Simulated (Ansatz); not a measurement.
## SiPH5O2: nudged elastic band (part 2 of 2)

Continued. System: SiPH5O2. Method: RKS PBE/STO-3G (Ansatz 0.2.0). The run did not end well. It belongs to a series of runs on one base structure; here: band between the two ends.

Geometry of the input (Å):
```
O  -1.2173  0.7417  -0.7844
Si 0.4361  1.0201  -0.4125
P  0.8852  -0.8036  0.8778
O  -0.8000  -1.3780  0.5731
H  -1.3138  -0.2067  -0.2832
H  0.6428  2.2668  0.3307
H  1.3051  1.1076  -1.5920
H  1.3830  -1.5560  -0.2302
H  -1.2325  -1.2382  1.5036
```

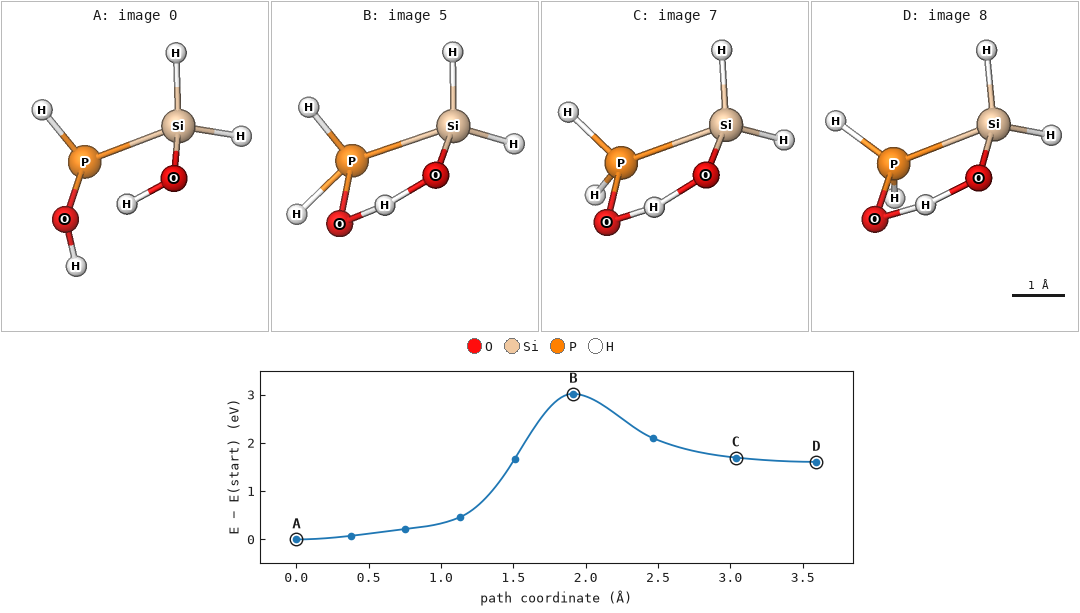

*Images of the last band (counted from 0; ball-and-stick, seen at a tilt) above the energy along the path; the line is a cubic interpolation that uses the forces.*

The highest image is number 5, 3.018 eV above the start and 1.411 eV above the end (the climbing image); the end lies 1.607 eV above the start. The path is 3.59 Å long. The band had not converged after 60 iterations.

```
Unfinished report: {"positions_ang":[[-1.0883247742866926,0.7099408778109346,-1.072314632812159],[0.4103312966618158,1.1614867697209599,-0.48205560518135326],[0.49067351184577734,-0.7274866516278278,0.9302690092626948],[-1.2047750361828504,-1.0712312256111594,0.5300297655641255],[-1.3530632801744813,-0.25265030937034444,-0.3897522234703296],[0.47414775597239295,2.4100129723973533,0.28222500032862285],[1.5211506588948764,1.1323881289385216,-1.4377801449797847],[1.1463705386341534,-1.6117951313413297,-0.0012659404732569737],[-0.30801168136499,-1.796965430917107,1.6236437817614393]],"unchecked":["starts","cluster_reference","orbital_swaps","neighbouring_geometries","increment"],"mean_field":{"relativity":"none","state":{"energy":{"ev":-21071.803333902863,"hartree":-774.3744895396372},"converged":true,"gradient_ev":0.00004311851206622258,"stability":{"kind":"minimum","curvature_ev":22.610398924480094},"curvature_floor_ev":0.00030000000000000003,"spin_squared":-1.7763568394002505e-14},"others":[],"fillings":{"estimated":0,"unestimated":0,"tried":0,"untried":0,"excluded_magnetic_sites":0},"n_dropped_functions":0,"n_trapped_functions":0,"passes":{"evaluations":2,"products":16},"factors":{"origin":"Cholesky decomposition","count":449,"bound_ev":0.00001569278239633576},"gradient_stop_ev":0.00009,"reference_kind":"stationary","functional":{"name":"PBE","citations":["Perdew, Burke & Ernzerhof, Phys. Rev. Lett. 77, 3865 (1996) doi:10.1103/PhysRevLett.77.3865"],"text":"name \"PBE\"\ncite \"Perdew, Burke & Ernzerhof, Phys. Rev. Lett. 77, 3865 (1996) doi:10.1103/PhysRevLett.77.3865\"\nparent pbe\nparameter kappa = 0.804\nparameter beta = 0.06672455060314922\nexchange = pbe_x(kappa = kappa, mu = beta*pi^2/3)\ncorrelation = pbe_c(beta = beta)\n","parameters":{"beta":{"value":0.06672455060314922,"default":0.06672455060314922},"kappa":{"value":0.804,"default":0.804}},"final_grid":{"core_spheres":13.0,"valence_spheres":11.0,"degree":36.0},"final_grid_parameter_source":"default","radial_points_factor":1.0,"radial_grid_error_ev":3.125828648923977e-7,"grid_sensitivity":"normal","grid_sensitivity_ratio":0.001870803151768979},"unsmoothed_excess_ev":-0.00001937842720450838,"symmetry":{"irreps":["A"],"axes":[[0.9980739725905937,0.04061163218991777,0.0468939289045104],[-0.03996835461162336,0.9990946369167811,-0.014575222597428947],[-0.047443396451666134,0.012672877139620379,0.9987935333782122]],"occupied":[{"A":25},{"A":25}]},"held":{"pivots":448,"left_out":0,"joined":1},"density_repulsion":{"missed_ev":7.841999684882052e-6,"excess_ev":1.2931915242451584e-6,"most_excess_ev":0.000135,"are_drawn_again":false,"n_first_factors":449,"energy_change_ev":0.0,"n_dropped_ends":0}},"factors":{"origin":"Cholesky decomposition","count":449,"bound_ev":0.00001569278239633576},"n_frozen":0,"n_occupied":[25,25],"n_virtual":[8,8],"reference":{"ev":-21071.803333902863,"hartree":-774.3744895396372},"total":{"ev":-21071.803333902863,"hartree":-774.3744895396372},"forces_ev_per_angstrom":[[-0.00012801092445954599,0.018629952892445765,0.01601396207207856],[-0.01715968953654228,0.03531342312020082,-0.02964614483633318],[-0.04586598098923282,-0.04265815537526451,0.007449644850760586],[-0.03303701361258083,0.048770872140557676,-0.05884326330109874],[0.034755884757170466,-0.044690738486677636,0.05071362501958906],[0.008299325273917954,0.011022042486506815,-0.0009919876637313274],[-0.0007996586200337636,-0.018835054184692463,-0.008710391309098169],[0.03770932946170848,0.010463468714767927,0.0063554718122525245],[0.0162258141968921,-0.01801581131039283,0.01765908336771616]],"charge_distribution":{"dipole_moment_e_ang":[0.4580137085934961,-0.02686223004294996,0.17801641723869568],"mulliken_charges_e":[-0.34543317265533524,0.49799349960873585,0.2860956009679416,-0.31240820958815796,0.14356225610024886,-0.11461788974905196,-0.11182926073295385,-0.07488240195958729,0.0315195780081422],"lowdin_charges_e":[-0.27994597764226015,0.432342922011582,0.3206769972219945,-0.29016441913152136,0.10967606287903009,-0.11372002651211699,-0.11039818152637437,-0.08927184492798701,0.020804467627627]},"n_threads":1,"memory_gib":1.7045454550534487,"seconds":{"hamiltonian":1.159695877,"orbitals":0.0,"second_order":0.0,"solver_start":0.0,"cycles":0.0,"cycle":0.0,"perturbative":0.0,"full_ci_increment":0.0,"forces":0.0}}
this run last wrote the band of iteration 60 to [file]
Error: NEB band did not converge after 60 iterations: max|band force component| = 3.76e-1 eV/Å (threshold 5.0e-2); raise `neb.max_iterations` in a new run, which can start from the last band evaluated (`neb.initial_path`, with `crystal.atoms` and `neb.final_atoms` set to its first and last images), add images, or start from endpoints closer to local minima. Where this run's directory can be resumed (`checkpoint.write`), a resume goes on for up to `neb.max_iterations` more; to start a new run from the last band, take its images' positions from the `neb_iteration` event of iteration 60 (`data.images[].positions_ang`), in the event stream of the run that computed that iteration (not this run's, if it was resumed behind it). With `checkpoint.write`, `steps/00-neb/state/checkpoint.json` in the run directory holds the last saved band, under `neb.evaluated.images[].positions_ang` (a band under a hybrid functional on support functions is neither saved nor resumed: `neb.initial_path` says where its path is): check the last entry of `neb.iterations` there, which is earlier than 60 if that iteration was not saved or its write failed. If the band's step has no `state` directory and holds `state.next`, a write was cut short, and the file is under `state.next` instead (behind a loss of power it can be under `state.prev`)
this run wrote the band of iteration 60 to [file] as well, whether or not its events were kept: a new run's `neb.initial_path` can list its `images[].positions_ang`
a run's events are kept only if it was started with --events-out <file>, and are in that file
```

### The last band as extended XYZ (Å, eV, eV/Å)
```
9
Properties=species:S:1:pos:R:3:forces:R:3 image=0 energy=-21074.82104
O    -1.2173    0.7417   -0.7844    0.0000  -0.0005  -0.0005
Si    0.4361    1.0201   -0.4125   -0.0041   0.0034  -0.0041
P     0.8852   -0.8036    0.8778    0.0082   0.0028   0.0042
O    -0.8000   -1.3780    0.5731   -0.0072  -0.0033   0.0017
H    -1.3138   -0.2067   -0.2832    0.0054   0.0033   0.0011
H     0.6428    2.2668    0.3307    0.0000  -0.0027  -0.0005
H     1.3051    1.1076   -1.5920   -0.0008  -0.0005   0.0027
H     1.3830   -1.5560   -0.2302   -0.0007  -0.0016  -0.0020
H    -1.2325   -1.2382    1.5036   -0.0008  -0.0008  -0.0026
9
Properties=species:S:1:pos:R:3:forces:R:3 image=1 energy=-21074.74637
O    -1.1692    0.7192   -0.9328   -0.0333   0.0081   0.0929
Si    0.4550    1.0194   -0.4452   -0.0139  -0.0058   0.0155
P     0.8807   -0.7847    0.8693   -0.0083  -0.0318  -0.0093
O    -0.8312   -1.2799    0.6467    0.0507  -0.1488  -0.1588
H    -1.3670   -0.1020   -0.2786    0.0331  -0.0578   0.0462
H     0.5872    2.2588    0.3297    0.0242  -0.0089   0.0123
H     1.3749    1.1569   -1.5774   -0.0425  -0.0208  -0.0118
H     1.2982   -1.5794   -0.2458    0.1051   0.0335  -0.0077
H    -1.1402   -1.4545    1.6171   -0.1152   0.2323   0.0207
9
Properties=species:S:1:pos:R:3:forces:R:3 image=2 energy=-21074.60531
O    -1.1677    0.7396   -0.9785   -0.0113   0.0051   0.0356
Si    0.4533    1.0278   -0.4541   -0.0022  -0.0256   0.0103
P     0.8697   -0.7309    0.9075    0.0731  -0.0295   0.0014
O    -0.8543   -1.1467    0.7404    0.0464  -0.1886  -0.0366
H    -1.4128   -0.0443   -0.3123   -0.0158   0.0166   0.0658
H     0.5855    2.2948    0.2758   -0.0037  -0.0372   0.0121
H     1.3906    1.1185   -1.5761   -0.0569  -0.0092  -0.0255
H     1.2593   -1.5714   -0.1919    0.1512   0.0458  -0.0203
H    -1.0352   -1.7338    1.5721   -0.1809   0.2224  -0.0428
9
Properties=species:S:1:pos:R:3:forces:R:3 image=3 energy=-21074.36339
O    -1.1607    0.7356   -1.0163   -0.0741   0.0351  -0.0963
Si    0.4449    1.0672   -0.4592   -0.0132  -0.1586   0.0300
P     0.7911   -0.6633    0.9225    0.6481   0.0847   0.1292
O    -0.9382   -1.0877    0.8305    0.6564  -0.1777   0.6055
H    -1.3881   -0.0884   -0.3976   -0.0945   0.1469  -0.1025
H     0.5592    2.3472    0.2573   -0.0721  -0.1098  -0.0892
H     1.4508    1.1071   -1.5256   -0.1496   0.0534  -0.0708
H     1.1397   -1.5869   -0.1262    0.2373   0.1996  -0.1235
H    -0.8101   -1.8772    1.4976   -1.1384  -0.0736  -0.2823
9
Properties=species:S:1:pos:R:3:forces:R:3 image=4 energy=-21073.15098
O    -1.1282    0.7221   -1.0409   -0.5324  -0.4052   0.0878
Si    0.4411    1.1131   -0.4581    0.1234  -0.5585   0.2593
P     0.6275   -0.6681    0.9160    1.8469   1.0448   0.0018
O    -1.0848   -1.1493    0.7095    1.8199  -1.3887   2.1328
H    -1.3632   -0.1427   -0.4224    0.0710   0.9255  -0.6601
H     0.5372    2.3830    0.2841   -0.1027  -0.1571  -0.1627
H     1.5085    1.1146   -1.4643   -0.1894   0.1057  -0.1133
H     1.1103   -1.6166   -0.0539    0.1675   0.3129  -0.2203
H    -0.5599   -1.8024    1.5130   -3.2041   0.1207  -1.3254
9
Properties=species:S:1:pos:R:3:forces:R:3 image=5 energy=-21071.80332
O    -1.0883    0.7099   -1.0723   -0.0001   0.0186   0.0160
Si    0.4103    1.1615   -0.4821   -0.0172   0.0353  -0.0296
P     0.4907   -0.7275    0.9303   -0.0459  -0.0427   0.0075
O    -1.2048   -1.0712    0.5300   -0.0330   0.0488  -0.0588
H    -1.3531   -0.2526   -0.3898    0.0348  -0.0447   0.0507
H     0.4741    2.4100    0.2822    0.0083   0.0110  -0.0010
H     1.5212    1.1324   -1.4378   -0.0008  -0.0188  -0.0087
H     1.1464   -1.6118   -0.0013    0.0377   0.0105   0.0064
H    -0.3080   -1.7970    1.6236    0.0162  -0.0180   0.0177
9
Properties=species:S:1:pos:R:3:forces:R:3 image=6 energy=-21072.72085
O    -1.0688    0.7600   -1.1487    0.0307   0.2496  -0.1253
Si    0.3610    1.2435   -0.5395   -0.0959   0.2106  -0.1322
P     0.3016   -0.8100    0.8603   -0.5229  -0.2828  -0.2145
O    -1.2981   -1.1212    0.3458   -0.2830  -0.1115  -0.5095
H    -1.3920   -0.2915   -0.4165   -0.1314   0.0129  -0.0266
H     0.4440    2.4349    0.3083    0.1009   0.0530   0.1016
H     1.5589    1.1535   -1.3856    0.0950  -0.0107   0.1117
H     1.1544   -1.6673    0.0706   -0.0832  -0.2061   0.1207
H     0.0275   -1.7483    1.8883    0.8897   0.0850   0.6741
9
Properties=species:S:1:pos:R:3:forces:R:3 image=7 energy=-21073.12428
O    -1.1216    0.7911   -1.1850   -0.0576   0.0660   0.0125
Si    0.3154    1.2195   -0.5261   -0.0270   0.0011   0.0131
P     0.2569   -0.8719    0.7226   -0.0403  -0.0547  -0.0857
O    -1.3172   -1.2015    0.2086   -0.0186  -0.0610  -0.1146
H    -1.4149   -0.2573   -0.5096   -0.0198   0.0250  -0.0643
H     0.4209    2.3331    0.4279    0.0328  -0.0370   0.0643
H     1.5451    1.2124   -1.3340   -0.0097  -0.0218   0.0319
H     1.1287   -1.8524    0.1381    0.0113  -0.1001   0.0295
H     0.2752   -1.4192    2.0404    0.1289   0.1825   0.1133
9
Properties=species:S:1:pos:R:3:forces:R:3 image=8 energy=-21073.21409
O    -1.2342    0.8650   -1.0827   -0.0001  -0.0030   0.0017
Si    0.2756    1.1796   -0.4867    0.0041   0.0030   0.0007
P     0.2733   -0.9191    0.6075   -0.0008   0.0015  -0.0011
O    -1.2548   -1.3125    0.0451   -0.0010   0.0005  -0.0010
H    -1.4217   -0.2511   -0.5935    0.0017   0.0014   0.0001
H     0.4851    2.2104    0.5407   -0.0014  -0.0022  -0.0015
H     1.4483    1.2130   -1.3730   -0.0028  -0.0011   0.0009
H     1.1961   -1.9705    0.2918    0.0004  -0.0002  -0.0001
H     0.3208   -1.0611    2.0338   -0.0001   0.0000   0.0004
```

### What the run reported

```json
{"quantity": "outcome", "value": "not converged"}
{"quantity": "barrier, forward (band not converged)", "value": "3.018 eV"}
{"quantity": "barrier, backward", "value": "1.411 eV"}
{"quantity": "wall time", "value": "9.2 min"}
{"quantity": "peak memory", "value": "0.09 GiB"}
```

The run did not converge: “NEB band did not converge after 60 iterations: max|band force component| = 3.76e-1 eV/Å (threshold 5.0e-2); raise `neb.max_iterations` in a new run, which can start from the last band evaluated (`neb.initial_path`, with `crystal.atoms` and `neb.final_atoms` set to its first and last images), add images, or start from endpoints closer to local minima …” Its last values are not results.
